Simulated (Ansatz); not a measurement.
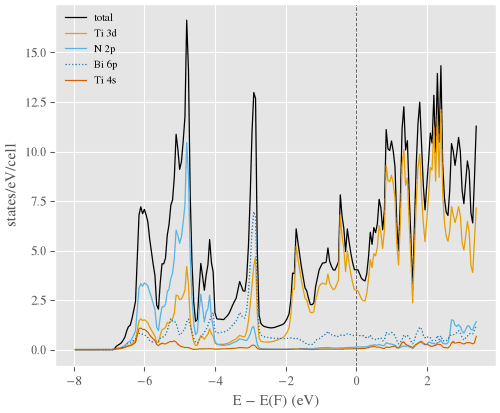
Figure: Total and projected density of states of Ti2BiN in space group P6_3/mmc (No. 194; Ti on 4f, Bi on 2c, N on 2a), PBE (plane waves, PAW; program Ansatz)

Problem. Which orbitals carry the states next to the Fermi level?

Solution. Within 0.5 eV of the Fermi level: Ti 3d 78 %, Bi 6p 14 %. Projections are on Löwdin-orthogonalised atomic valence shells; empty p or d shells of many metals are not among them.

Problem. Where is the tallest occupied peak in this window, and what makes it?

Solution. Near -4.8 eV, about 17 states/eV per cell; the largest projected share is N 2p.

The start of the workflow was typed in or built on a structure type; neither database checked (COD, Materials Project) lists it. Its standing as an ambient phase is unchecked. The PBE relaxation kept the symmetry of its start; whether a distortion lowers the energy is not shown. The workflow began spin-polarised and lost its moments. Scalar-relativistic: spin–orbit coupling is off unless named, which matters more the heavier the elements.

Potentials: the later of the program's two PAW sets.
